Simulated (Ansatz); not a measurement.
## AgC (hypothetical, Fm-3m): a volume series of phonon spectra

Which modes of AgC (hypothetical) drive its thermal expansion? The crystal structure is hypothetical: it was made by swapping elements on a known structure type.

Calculated with Ansatz 0.2.0; DFT PBEsol, scalar-relativistic, plane waves, PAW.

## (1) The starting structure

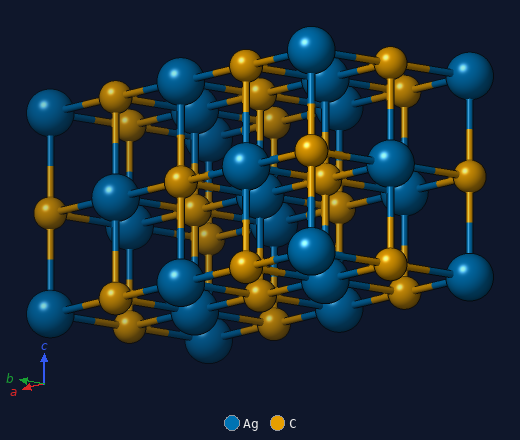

The cell as given, from a free direction (silver blue, carbon orange). 2×1×1 cells are drawn. This picture shows the conventional cell, with its axes. Some periodic images of atoms are drawn too.

## (2) Probe on a coarse mesh

A cheap single point shows whether the cell is a metal or an insulator and how far it is from rest; that sets the k-mesh and the occupations of what follows.

input.yaml reads:

```yaml
crystal:
  lattice:
    - [0.0, 2.51626, 2.51626]
    - [2.51626, 0.0, 2.51626]
    - [2.51626, 2.51626, 0.0]
  atoms:
    - { symbol: Ag, position: [0.0, 0.0, 0.0] }
    - { symbol: C, position: [0.5, 0.5, 0.5] }
kpoints:
  mp_grid: { grid: [6, 6, 6] }
hamiltonian:
  xc: pbesol
scf:
  occupations: { method: gaussian, width: 0.1 }
output:
  forces: true
  stress: true
  eigenvalues: true
```

On the command line:

```console
$ ansatz run input.yaml --threads 4 --pin off --max-ram 8192MiB --backend cpu --events-out ev --progress --plain --runs-dir out
```

Numbers of over 12 decimals in the logs are rounded to 6 here.

The program printed:

```text
Engine: ansatz 0.2.0, aarch64-unknown-linux-gnu
Pseudopotentials: kind: paw
Pseudopotential: Ag, paw, valence charge 19, recommended cutoff 420 eV (normal), Ag.paw.azcp
Pseudopotential: C, paw, valence charge 4, recommended cutoff 420 eV (normal), C.paw.azcp
Functional definition: PBEsol
  exchange = pbesol_x
  correlation = pbesol_c
Crystal: 2 atoms, lattice volume = 31.864 Å³
Basis set: ecut = 420 eV, 609 PW (Γ), exchange–correlation on 48×48×48 points (8 copies of the dense FFT grid, shifted against one another)
Bands: 16, of which v1, the nominal top of the filled ones, is band 12 counted from 1 (11 counted from 0)
Symmetry: 48 space group operations
Space group: Fm-3m (ITA 225), of the structure as read, at distance tolerance 3.2e-5 Å
k-points: 16 of 216
Non-local potential: Ag, projectors of the file, l = 0: 3, l = 1: 2, l = 2: 2, l = 3: 1
Non-local potential: C, projectors of the file, l = 0: 2, l = 1: 2, l = 2: 1
PAW form: soft (Blöchl's): semilocal exchange-correlation on the pseudo side does not see the compensation charge
PAW frozen core: Ag, regenerated for the run's functional, and the local potential with it (the file was generated under x = pbe(κ = 0.804, μ = 0.219515), c = pbe(β = 0.066725))
PAW frozen core: C, regenerated for the run's functional, and the local potential with it (the file was generated under x = pbe(κ = 0.804, μ = 0.219515), c = pbe(β = 0.066725))
PAW one-centre angular grid: Ag, 590 points (default); XC on 64 Gauss nodes
PAW one-centre angular grid: C, 110 points (default); XC on 64 Gauss nodes
Initial density: superposition of atomic densities (neutral atoms: chi_scale 0, normalization atom), corrected by the library's trained network
Initial wavefunctions: pseudopotential atomic-orbital guess
Functional: x = pbesol(κ = 0.804, μ = 0.123457), c = pbesol(β = 0.046)
SCF iter   1: F=—  HF=-7763.898131 eV  |F-HF|=—  |Δ(HF+E_count)|=         —  Δρ=9.12e-3  dr2=3.17e-2  ethr=1.77e-3  ⟨swp⟩=4.0  Hψ=1101  notcnv=0
preconditioner: auto → none  [insulator: Δε(μ)=0.194 eV  Ē_g=10.195 eV  σ=0.100 eV  W_gap=0.80  n_scr=14 (ndim 8)  ℏωp=25.5 eV  f_vac=0.000  D(μ)=0.66/eV (n_scr^D=0)  ε∞_Penn≈7.2]
SCF iter   2: F=—  HF=-7763.889986 eV  |F-HF|=—  |Δ(HF+E_count)|=   8.15e-3  Δρ=3.88e-3  dr2=6.54e-3  ethr=1.38e-4  ⟨swp⟩=1.4  Hψ=393  notcnv=0
SCF iter   3: F=—  HF=-7763.888502 eV  |F-HF|=—  |Δ(HF+E_count)|=   1.48e-3  Δρ=6.54e-4  dr2=1.08e-4  ethr=2.84e-5  ⟨swp⟩=1.7  Hψ=263  notcnv=0
SCF iter   4: F=—  HF=-7763.888477 eV  |F-HF|=—  |Δ(HF+E_count)|=   2.47e-5  Δρ=1.64e-4  dr2=1.98e-6  ethr=4.70e-7  ⟨swp⟩=2.0  Hψ=360  notcnv=0
SCF iter   5: F=—  HF=-7763.888464 eV  |F-HF|=—  |Δ(HF+E_count)|=   1.27e-5  Δρ=9.31e-6  dr2=2.61e-8  ethr=8.62e-9  ⟨swp⟩=2.2  Hψ=380  notcnv=0
SCF iter   6: F=-7763.888464 eV  HF=-7763.888464 eV  |F-HF|=1.53e-10  |Δ(HF+E_count)|=  9.24e-10  Δρ=9.75e-7  dr2=1.55e-10  ethr=1.13e-10  ⟨swp⟩=4.1  Hψ=905  notcnv=0
SCF 1 converged in 6 iterations: F = -7763.888464 eV  dr2 = 1.55e-10
  greatest PAW one-centre occupation: 1.001 electrons in one spin orbital (limit 2), on the Ag atom at site 0 (counted from 0), in its partial waves of l = 0
SCF converged after 6 iterations
Free energy (F): -7763.888464 eV
Harris-Foulkes:  -7763.888464 eV  (|F-HF|=1.53e-10)
Internal energy: -7763.884179 eV  (E = F + TS)
E sigma→0 (E₀):  -7763.886322 eV
Entropy (-TS):   -0.004286 eV (-2.143 meV/atom)
Fermi energy:    9.654060 eV
--- Per-component energies (eV) ---
  E_band       = -348.942846
  E_kinetic    = 597.171782
  E_local      = -2862.184364  (includes V_loc(G=0)·N_el)
  E_nonlocal   = 110.578556
  E_hartree    = 1252.785724
  E_xc         = -225.371902
  E_vxc        = -285.720224  (∫ρ·V_xc dr)
  E_paw        = -3927.349539  (= ΣΔE_a)
  E_vpaw       = -414.360437  (= ΣTr[D̂ρ^β])
  E_aug_tail   = 0.000310  (compensation charges beyond the density's cutoff)
  E_ewald      = -2709.858585
  E_core_change = 0.343840  (= ΣΔE_core)
  E_smearing   = -0.004286  (= −TS)
  E_closure    = -0.000000  (closes the sum)
  Σ components = -7763.888464   (vs F -7763.888464, Δ=0.00e0)
--- Forces (eV/Å), atoms counted from 1 ---
  atom   1  Ag    -0.00000000     0.00000000     0.00000000
  atom   2  C      0.00000000    -0.00000000    -0.00000000
  max |Σ_I F_I| component: 2.30e-30 eV/Å
--- Stress (GPa, compression-positive) ---
      -21.775106       0.000000      -0.000000
        0.000000     -21.775106       0.000000
       -0.000000       0.000000     -21.775106
  P = ⅓ Tr σ = -21.7751 GPa (-217.751 kbar)
--- Band table (eV; the first three rows and the last of 16) ---
  k-point 0: bands = [... 8 lower, 6.0420, 6.0420, 10.5004, 10.5004, 10.5004, 13.5448, 22.9224, 24.6123]
  k-point 1: bands = [... 8 lower, 6.0578, 6.0578, 9.3381, 10.9353, 10.9353, 14.7598, 20.8152, 23.1714]
  k-point 2: bands = [... 8 lower, 6.3149, 6.3149, 8.1467, 11.7474, 11.7474, 15.7996, 18.9668, 20.9540]
  k-point 15: bands = [... 8 lower, 6.6194, 7.4529, 7.9009, 8.8719, 9.4145, 15.5830, 19.4985, 19.7399]
```

Run time: 0.88 s. Hardware: 4 threads of Arm Neoverse V2, shared host; peak memory 0.26 GiB; 1.3 s of CPU time.

Reading the cycles: dr2 is the Hartree energy of the density residual (eV), the measure of convergence; HF is the Harris–Foulkes estimate of the energy, which meets the free energy F at convergence.

This step gave:

```yaml
pressure: -21.78 GPa
volume_per_atom: 15.93 Å³
gap_on_the_k_mesh: 0 eV
```

The start is under -22 GPa at this level and looks like a metal on this mesh.

## (3) A loose first relaxation

The start is far from rest, so a relaxation with loose thresholds first brings it near the minimum.

input.yaml: that of step 2 with these lines changed.

```diff
@@ -9,3 +9,3 @@
 kpoints:
-  mp_grid: { grid: [6, 6, 6] }
+  mp_grid: { grid: [8, 8, 8] }
 hamiltonian:
@@ -18 +18,6 @@
   eigenvalues: true
+relax:
+  adjacent_minimum: "off"
+  f_tol: 0.05
+  max_steps: 80
+  cell: { stress_tol: 0.5 }
```

The program printed:

```text
[...]
Crystal: 2 atoms, lattice volume = 31.864 Å³
Basis set: ecut = 420 eV, 609 PW (Γ), exchange–correlation on 48×48×48 points (8 copies of the dense FFT grid, shifted against one another)
Bands: 16, of which v1, the nominal top of the filled ones, is band 12 counted from 1 (11 counted from 0)
Symmetry: 48 space group operations
[...]
k-points: 29 of 512
[...]
SCF iter   1: F=—  HF=-7763.886439 eV  |F-HF|=—  |Δ(HF+E_count)|=         —  Δρ=8.27e-3  dr2=2.15e-2  ethr=1.77e-3  ⟨swp⟩=4.1  Hψ=1982  notcnv=0
[...]
SCF iter   6: F=-7763.879310 eV  HF=-7763.879310 eV  |F-HF|=1.64e-11  |Δ(HF+E_count)|=   1.75e-9  Δρ=9.05e-7  dr2=1.48e-10  ethr=4.36e-11  ⟨swp⟩=3.1  Hψ=1534  notcnv=0
SCF 1 converged in 6 iterations: F = -7763.879310 eV  dr2 = 1.48e-10
[...]
relax step   1: F+E_penalty+E_count = -7763.87931031 eV  Δ(F+E_penalty+E_count) = +0.000e0 eV  max|allowed force component| = 2.209e-29 eV/Å  Δτ_max = 0.0000 Å  P = -22.428 GPa  Ω = 31.864 Å³  (6 SCF iters, dr2 threshold 1.00e-7 eV, accepted)
Crystal: 2 atoms, lattice volume = 27.427 Å³
Basis set: ecut = 420 eV, 531 PW (Γ), exchange–correlation on 48×48×48 points (8 copies of the dense FFT grid, shifted against one another)
[...]
iter 1 solved again at ethr=1.91e-3 eV; its pass at ethr=3.10e-3 eV (dr2=4.39e-1 eV) is discarded
[...]
SCF iter   6: F=-7764.436355 eV  HF=-7764.436355 eV  |F-HF|=1.57e-9  |Δ(HF+E_count)|=   1.29e-7  Δρ=3.52e-6  dr2=2.94e-9  ethr=8.70e-10  ⟨swp⟩=5.8  Hψ=2035  notcnv=0
SCF 2 converged in 6 iterations: F = -7764.436355 eV  dr2 = 2.94e-9
relax step   2: F+E_penalty+E_count = -7764.43635464 eV  Δ(F+E_penalty+E_count) = -5.570e-1 eV  max|allowed force component| = 1.275e-29 eV/Å  Δτ_max = 0.0000 Å  P = -15.984 GPa  Ω = 27.427 Å³  energy of the carried Pulay correction = +4.780e-3 eV  (6 SCF iters, dr2 threshold 2.00e-7 eV, accepted)
Crystal: 2 atoms, lattice volume = 23.423 Å³
Basis set: ecut = 420 eV, 459 PW (Γ), exchange–correlation on 48×48×48 points (8 copies of the dense FFT grid, shifted against one another)
[...]
SCF iter   6: F=-7764.638558 eV  HF=-7764.638558 eV  |F-HF|=5.15e-8  |Δ(HF+E_count)|=   1.00e-6  Δρ=1.54e-5  dr2=6.31e-8  ethr=8.70e-10  ⟨swp⟩=4.5  Hψ=1837  notcnv=0
SCF 3 converged in 6 iterations: F = -7764.638558 eV  dr2 = 6.31e-8
relax step   3: F+E_penalty+E_count = -7764.63855781 eV  Δ(F+E_penalty+E_count) = -2.022e-1 eV  max|allowed force component| = 1.262e-29 eV/Å  Δτ_max = 0.0000 Å  P = +3.441 GPa  Ω = 23.423 Å³  energy of the carried Pulay correction = +9.756e-3 eV  (6 SCF iters, dr2 threshold 2.00e-7 eV, accepted)
[...]
relax step   4: F+E_penalty+E_count = -7764.64233417 eV  Δ(F+E_penalty+E_count) = -3.776e-3 eV  max|allowed force component| = 2.695e-30 eV/Å  Δτ_max = 0.0000 Å  P = -0.967 GPa  Ω = 24.044 Å³  energy of the carried Pulay correction = +8.937e-3 eV  (6 SCF iters, dr2 threshold 2.00e-7 eV, accepted)
[...]
relax step   5: F+E_penalty+E_count = -7764.64295804 eV  Δ(F+E_penalty+E_count) = -6.239e-4 eV  max|allowed force component| = 1.660e-30 eV/Å  Δτ_max = 0.0000 Å  P = -0.008 GPa  Ω = 23.901 Å³  energy of the carried Pulay correction = +9.124e-3 eV  (6 SCF iters, dr2 threshold 2.00e-7 eV, accepted)
[...]
SCF iter   6: F=-7764.639449 eV  HF=-7764.639449 eV  |F-HF|=2.73e-12  |Δ(HF+E_count)|=  9.09e-12  Δρ=2.19e-8  dr2=5.22e-14  ethr=1.00e-12  ⟨swp⟩=1.3  Hψ=1074  notcnv=0
SCF 6 converged in 6 iterations: F = -7764.639449 eV  dr2 = 5.22e-14
relax step   6: F+E_penalty+E_count = -7764.63944943 eV  Δ(F+E_penalty+E_count) = +3.509e-3 eV  max|allowed force component| = 2.531e-30 eV/Å  Δτ_max = 0.0000 Å  P = -0.209 GPa  Ω = 23.901 Å³  stress off target by 2.09e-1 GPa  SCF on the basis re-selected at this cell (its energy is not comparable with the rows above)  (6 SCF iters)
basis re-selected at this cell: Δ(F+E_penalty+E_count) = +3.509e-3 eV, ΔP = -0.201 GPa vs the last step (what re-selecting the basis moved, of the pressure what is left beyond the Pulay correction that the steps carried, after the strain that the cell walked since its last selection, with what the two solves' SCF thresholds leave and, on support functions, any second-order correction that the steps lacked; it is no m [...]
SCF converged after 6 iterations
Free energy (F): -7764.639449 eV
[...]
Internal energy: -7764.635453 eV  (E = F + TS)
E sigma→0 (E₀):  -7764.637451 eV
Entropy (-TS):   -0.003997 eV (-1.998 meV/atom)
Fermi energy:    15.332494 eV
[...]
--- Stress (GPa, compression-positive) ---
       -0.209215       0.000000       0.000000
        0.000000      -0.209215       0.000000
        0.000000       0.000000      -0.209215
  P = ⅓ Tr σ = -0.2092 GPa (-2.092 kbar)
--- Band table (eV; the first three rows and the last of 29) ---
  k-point 0: bands = [... 8 lower, 10.3587, 10.3587, 15.7877, 15.7877, 15.7877, 21.5188, 28.5697, 32.1038]
  k-point 1: bands = [... 8 lower, 10.2770, 10.2770, 15.0941, 16.2342, 16.2342, 22.2294, 27.7737, 31.3625]
  k-point 2: bands = [... 8 lower, 10.5623, 10.5623, 13.9169, 17.2247, 17.2247, 23.0133, 26.4747, 29.2663]
  k-point 28: bands = [... 8 lower, 11.3293, 13.1484, 13.2821, 13.2821, 14.7753, 24.0806, 26.4336, 26.4336]
--- Relaxed structure (5 steps of the walk, 5 accepted, 1 SCFs on fresh bases) ---
  F+E_penalty+E_count = -7764.63944943 eV   max|allowed force component| = 2.531e-30 eV/Å   (the final SCF, on the basis selected at the relaxed cell)
  cell:  # Å, volume = 23.9014 Å³
    - [0, 2.286290, 2.286290]
    - [2.286290, 0, 2.286290]
    - [2.286290, 2.286290, 0]
  atoms:
    - { symbol: Ag, position: [0, 0, 0] }
    - { symbol: C, position: [0.5, 0.5, 0.5] }
```

Elapsed: 2.1 s, on 4 threads; peak memory 0.28 GiB.

The steps of the relaxation:

```
step  energy less that of the first step (eV)  largest force component (eV/Å)  pressure (GPa)  volume (Å³)
   1                                   0.0000                          0.0000          -22.43        31.86
   2                                  -0.5570                          0.0000          -15.98        27.43
   3                                  -0.7592                          0.0000            3.44        23.42
   4                                  -0.7630                          0.0000           -0.97        24.04
   5                                  -0.7636                          0.0000           -0.01        23.90
  6*                                  -0.7601                          0.0000           -0.21        23.90
```

Relaxation steps marked * repeat the geometry before them on a plane-wave basis chosen anew for their cell, so energy and pressure can jump there.

Forces are held to the 48 operations that the run works with; a distortion that breaks them can't arise in this run.

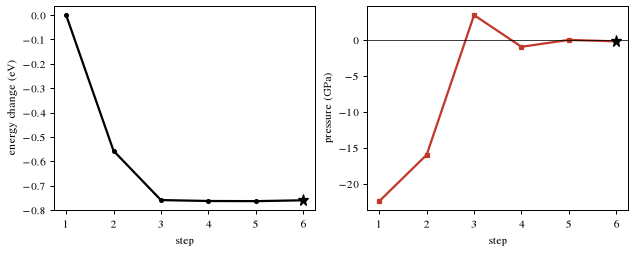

Energy and pressure along the relaxation. Stars mark steps on a basis chosen anew.

```
conventional cell, symmetrised  before  after   change
                         a (Å)   5.033  4.573   -9.1 %
                         b (Å)   5.033  4.573   -9.1 %
                         c (Å)   5.033  4.573   -9.1 %
              volume (Å³/atom)   15.93  11.95  -25.0 %
```

The relaxed structure:

```xyz
2
Lattice="0.0000 2.2863 2.2863 2.2863 0.0000 2.2863 2.2863 2.2863 0.0000" Properties=species:S:1:pos:R:3 pbc="T T T"
Ag    0.0000    0.0000    0.0000
C     2.2863    2.2863    2.2863
```

Numbers from this step:

- pressure: -0.2092 GPa
- volume per atom: 11.95 Å³

The relaxation ends with a pressure of -0.21 GPa.

## (4) Finding the static equilibrium

Phonons are second derivatives about a minimum, so cell and atoms are relaxed first, inside the symmetry of the start.

input.yaml, the sections that differ from step 3:

```yaml
crystal:
  lattice:
    - [0.0, 2.2862901059, 2.2862901059]
    - [2.2862901059, 0.0, 2.2862901059]
    - [2.2862901059, 2.2862901059, 0.0]
  atoms:
    - { symbol: Ag, position: [0.0, 0.0, 0.0] }
    - { symbol: C, position: [0.5, 0.5, 0.5] }
kpoints:
  mp_grid: { grid: [16, 16, 16] }
relax:
  adjacent_minimum: "off"
  f_tol: 0.005
  max_steps: 80
  cell: { stress_tol: 0.05 }
# hamiltonian, scf, output: as in step 3
```

The program printed:

```text
[...]
Crystal: 2 atoms, lattice volume = 23.901 Å³
Basis set: ecut = 420 eV, 459 PW (Γ), exchange–correlation on 48×48×48 points (8 copies of the dense FFT grid, shifted against one another)
Bands: 16, of which v1, the nominal top of the filled ones, is band 12 counted from 1 (11 counted from 0)
Symmetry: 48 space group operations
[...]
k-points: 145 of 4096
[...]
k-point 144: bands = [... 8 lower, 11.3849, 13.2187, 13.3415, 13.3415, 14.8414, 24.1769, 26.5199, 26.5199]
--- Relaxed structure (2 steps of the walk, 2 accepted, 1 SCFs on fresh bases) ---
[...]
cell:  # Å, volume = 23.8229 Å³
    - [0, 2.283782, 2.283782]
    - [2.283782, 0, 2.283782]
    - [2.283782, 2.283782, 0]
  atoms:
    - { symbol: Ag, position: [0, 0, 0] }
    - { symbol: C, position: [0.5, 0.5, 0.5] }
[key lines of the parts left out:]
SCF converged after 8 iterations
Free energy (F): -7764.621539 eV
Fermi energy:    15.344501 eV
P = ⅓ Tr σ = -0.0105 GPa (-0.105 kbar)
```

Elapsed: 2.7 s, on 4 threads; peak memory 0.35 GiB; 9.1 s of CPU time.

Step by step:

```
step  energy less that of the first step (eV)  largest force component (eV/Å)  pressure (GPa)  volume (Å³)
   1                                   0.0000                          0.0000           -0.53        23.90
   2                                  -0.0002                          0.0000           -0.01        23.82
  3*                                  -0.0001                          0.0000           -0.01        23.82
```

Relaxation steps marked * repeat the geometry before them on a plane-wave basis chosen anew for their cell, so energy and pressure can jump there.

The run keeps the 48 symmetry operations that it works with, so distortions that break them were not tested.

```
conventional cell, symmetrised  before  after  change
                         a (Å)   4.573  4.568  -0.1 %
                         b (Å)   4.573  4.568  -0.1 %
                         c (Å)   4.573  4.568  -0.1 %
              volume (Å³/atom)   11.95  11.91  -0.3 %
```

Final coordinates:

```
Ag C
1.0
     0.00000    2.28378    2.28378
     2.28378    0.00000    2.28378
     2.28378    2.28378    0.00000
Ag C
1 1
Cartesian
  0.0000 0.0000 0.0000
  2.2838 2.2838 2.2838
```

Numbers from this step:

- pressure: -0.01049 GPa
- volume per atom: 11.91 Å³

The cell shrank by 0.3 % in volume.

## (5) Relaxing to small residual forces and stress

The thresholds are tightened for a last relaxation ahead of the phonons, and where mesh or smearing change with them the cell follows.

input.yaml, the sections that differ from step 4:

```yaml
crystal:
  lattice:
    - [0.0, 2.2837819978, 2.2837819978]
    - [2.2837819978, 0.0, 2.2837819978]
    - [2.2837819978, 2.2837819978, 0.0]
  atoms:
    - { symbol: Ag, position: [0.0, 0.0, 0.0] }
    - { symbol: C, position: [0.5, 0.5, 0.5] }
scf:
  occupations: { method: methfessel_paxton, width: 0.15 }
relax:
  adjacent_minimum: "off"
  f_tol: 0.001
  max_steps: 60
  cell: { stress_tol: 0.01 }
# kpoints, hamiltonian, output: as in step 4
```

The program printed:

```text
[...]
Crystal: 2 atoms, lattice volume = 23.823 Å³
Basis set: ecut = 420 eV, 459 PW (Γ), exchange–correlation on 48×48×48 points (8 copies of the dense FFT grid, shifted against one another)
Bands: 16, of which v1, the nominal top of the filled ones, is band 12 counted from 1 (11 counted from 0)
Symmetry: 48 space group operations
[...]
k-points: 145 of 4096
[...]
k-point 144: bands = [... 8 lower, 11.3878, 13.2220, 13.3442, 13.3442, 14.8444, 24.1811, 26.5237, 26.5237]
--- Relaxed structure (2 steps of the walk, 2 accepted, 1 SCFs on fresh bases) ---
[...]
cell:  # Å, volume = 23.8194 Å³
    - [0, 2.283673, 2.283673]
    - [2.283673, 0, 2.283673]
    - [2.283673, 2.283673, 0]
  atoms:
    - { symbol: Ag, position: [0, 0, 0] }
    - { symbol: C, position: [0.500000, 0.500000, 0.500000] }
[key lines of the parts left out:]
SCF converged after 4 iterations
Free energy (F): -7764.618565 eV
Fermi energy:    15.348146 eV
P = ⅓ Tr σ = -0.0010 GPa (-0.010 kbar)
```

It took 2.4 s on 4 threads; peak memory 0.34 GiB.

Little changed from the start: no atom moved by 0.005 Å and no cell edge by 0.1 %.

Numbers from this step:

* pressure: -0.001046 GPa

The residual pressure is -0.0010 GPa, small enough for phonons.

[end of part 1 of 3]

[Logs are printed without paths, hosts, clocks, repeated set-up lines and the standing remarks that a program may print on its own settings, such as how far it seeks lower states.]

[Hosts, paths, dates, database ids (printed as entryN), source tags and the programs' standing remarks are cut or masked in the printed files.]

[A step with changed settings may run another functional than the one named; its input shows which.]

[Of the runs on displaced cells, only some may be shown.]
